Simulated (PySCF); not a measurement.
## Run report: MoNCl2, frequency calculation

The run: frequency calculation of MoNCl2, multiplicity 2. Method and program: UKS-based PBE0, Mo def2-TZVP with ECP28, N def2-TZVP, Cl def2-TZVP; non-relativistic Hamiltonian with a scalar-relativistic core potential; density fitting (PySCF 2.14.0).

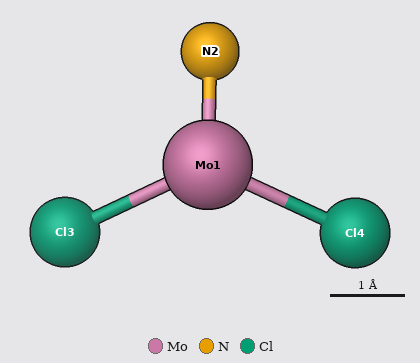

**Figure 1.** The structure as given in the input (ball-and-stick view, seen on its broad side; atoms are numbered from 1 in the order of the input). Sticks mark near contacts. Bond lengths as drawn: Cl–Mo 2.26 Å and Mo–N 1.61 Å.

## Key numbers

```json
{"quantity": "outcome", "value": "converged"}
{"quantity": "total energy", "value": "−1043.120252 hartree"}
{"quantity": "⟨S²⟩", "value": "0.763"}
{"quantity": "zero-point energy", "value": "0.005744 hartree"}
{"quantity": "dipole moment", "value": "2.38 D"}
{"quantity": "wavenumbers, lowest and highest", "value": "76 and 1179 cm⁻¹"}
{"quantity": "hardware", "value": "4 threads of Arm Neoverse V1, 24 GiB of memory available, shared host"}
{"quantity": "wall time", "value": "1.8 min (CPU time 5.8 min)"}
{"quantity": "peak memory", "value": "1.6 GiB"}
```

## Input file
```python
from pyscf import gto, scf, dft
mol = gto.M(atom='''
Mo     0.000000     0.222343    -0.257307
N      0.000001    -0.368733    -1.758014
Cl    -1.985977    -0.236583     0.713681
Cl     1.985976    -0.236583     0.713684''',
    basis={'Mo': 'def2-TZVP', 'N': 'def2-TZVP', 'Cl': 'def2-TZVP'},
    ecp={'Mo': 'def2-TZVP'},
    charge=0, spin=1)
mf = dft.UKS(mol, xc='PBE0')
mf.grids.atom_grid = (75, 302)
aux = {'Mo': 'def2-universal-JKFIT', 'N': 'def2-universal-JKFIT', 'Cl': 'def2-universal-JKFIT'}
mf = mf.density_fit(auxbasis=aux)
mf.conv_tol = 1e-09
mf.diis_space = 10
mf.max_cycle = 60
mf.verbose = 4
mf.kernel()
```

The script is an equivalent of the set-up of the self-consistent field. The run itself was carried out by a driver, which started from the orbitals of the step before it where there was one and computed the further properties.

Launched with:
```bash
OMP_NUM_THREADS=4 python axn.py task.json out
```

## The program's output
```
init E= -1043.12025230746
  alpha nocc = 28  HOMO = -0.278660811750065  LUMO = -0.134726304196269
  beta  nocc = 27  HOMO = -0.329696487642074  LUMO = -0.139753477021452
  HOMO = -0.27866081175  LUMO = -0.139753477021  gap/eV = 3.77986
cycle= 1 E= -1043.12025230739  delta_E= 7.39e-11  |g|= 1.45e-05  |ddm|= 9.66e-06
  alpha nocc = 28  HOMO = -0.27866285962113  LUMO = -0.134728955751978
  beta  nocc = 27  HOMO = -0.329695045676063  LUMO = -0.139756320345697
  HOMO = -0.278662859621  LUMO = -0.139756320346  gap/eV = 3.77984
cycle= 2 E= -1043.12025230617  delta_E= 1.22e-09  |g|= 5.75e-05  |ddm|= 3.27e-05
  alpha nocc = 28  HOMO = -0.278660905703248  LUMO = -0.134726519930357
  beta  nocc = 27  HOMO = -0.329695982652811  LUMO = -0.139753736391497
  HOMO = -0.278660905703  LUMO = -0.139753736391  gap/eV = 3.77986
cycle= 3 E= -1043.12025230747  delta_E= -1.31e-09  |g|= 2.3e-06  |ddm|= 2.6e-05
  alpha nocc = 28  HOMO = -0.27866116107588  LUMO = -0.134726816259465
  beta  nocc = 27  HOMO = -0.329696090577007  LUMO = -0.139754024829831
  HOMO = -0.278661161076  LUMO = -0.13975402483  gap/eV = 3.77986
cycle= 4 E= -1043.12025230747  delta_E= -2.96e-12  |g|= 5.62e-07  |ddm|= 2.13e-06
  alpha nocc = 28  HOMO = -0.278661018841803  LUMO = -0.134726680059039
  beta  nocc = 27  HOMO = -0.329696024881983  LUMO = -0.139753909153732
  HOMO = -0.278661018842  LUMO = -0.139753909154  gap/eV = 3.77985
Extra cycle  E= -1043.12025230748  delta_E= -9.09e-13  |g|= 8.95e-07  |ddm|= 1.33e-06
converged SCF energy = -1043.12025230748  <S^2> = 0.76310618  2S+1 = 2.0130635
```

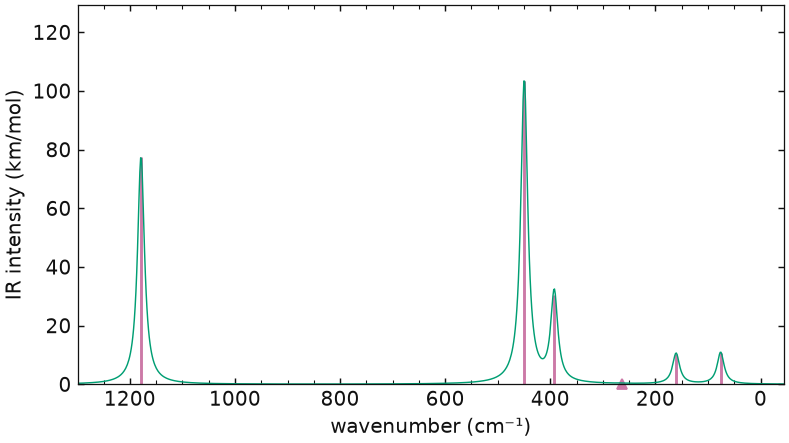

**Figure 2.** Harmonic infrared spectrum, unscaled: sticks (degenerate modes added up, dark ones marked on the axis) with a Lorentzian envelope of 16 cm⁻¹ full width, scaled to the tallest stick. 6 modes from 76 to 1179 cm⁻¹, none imaginary. The strongest line is at 450 cm⁻¹ (103 km/mol). All modes, in cm⁻¹ (km/mol): 76 (10.8), 161 (10.5), 264 (0.1), 392 (31), 450 (103), 1179 (78).
